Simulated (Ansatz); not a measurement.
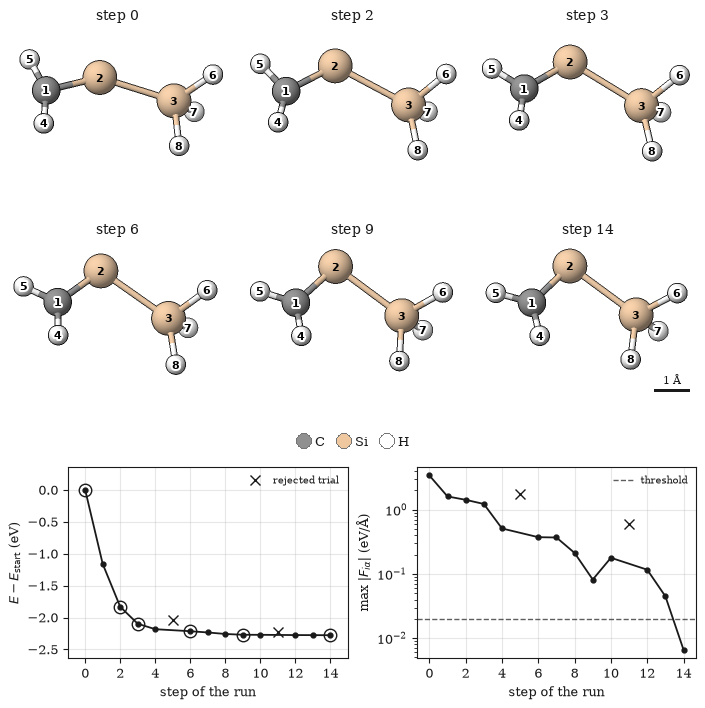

Frames of a relaxation of CH$_{5}$Si$_{2}$ (charge −1), marked on the history of the run. A ball-and-stick model, seen at a tilt.

The run prepares an end point of a later path (hydrogen shift) calculation, from a guessed geometry.

Method: UKS PBE-D4/def2-mTZVP (Ansatz 0.2.0). Set-up: collinear spin; force threshold 0.02 eV/Å; at most 50 steps.

**Describe the path.**

The atom that moves furthest after the best rigid fit is Si2 (0.85 Å). Largest moves by element: Si 0.85 Å, H 0.80 Å, C 0.49 Å. Near-neighbour distances that change, for instance: Si2–Si3 2.284 → 2.420 Å, C1–Si2 1.737 → 1.784 Å, Si3–H6 1.502 → 1.527 Å, C1–H4 1.113 → 1.099 Å. Bond angles that change, for instance: C1–Si2–Si3 146.0° → 95.2°, H4–C1–H5 149.0° → 112.1°, Si2–C1–H5 95.6° → 119.9°. The energy falls by 2.277 eV in 12 accepted moves (14 points after the start). The largest force component goes from 3.4 to 0.0066 eV/Å. The line search rejected the trial steps at points 5, 11 of the run. The run took 51 s on 2 threads of Arm Neoverse N1, with other jobs on the host, peak memory 0.17 GiB. From step 0 to 2: Si2 moves most (0.39 Å), energy −1.831 eV. From step 2 to 3: H atoms move most (0.20 Å), energy −0.265 eV. From step 3 to 6: H4 moves most (0.27 Å), energy −0.117 eV. From step 6 to 9: H8 moves most (0.35 Å), energy −0.056 eV. From step 9 to 14: H8 moves most (0.12 Å), energy −0.007 eV.

Limits of the set-up: the basis has no diffuse functions, which an anion needs.
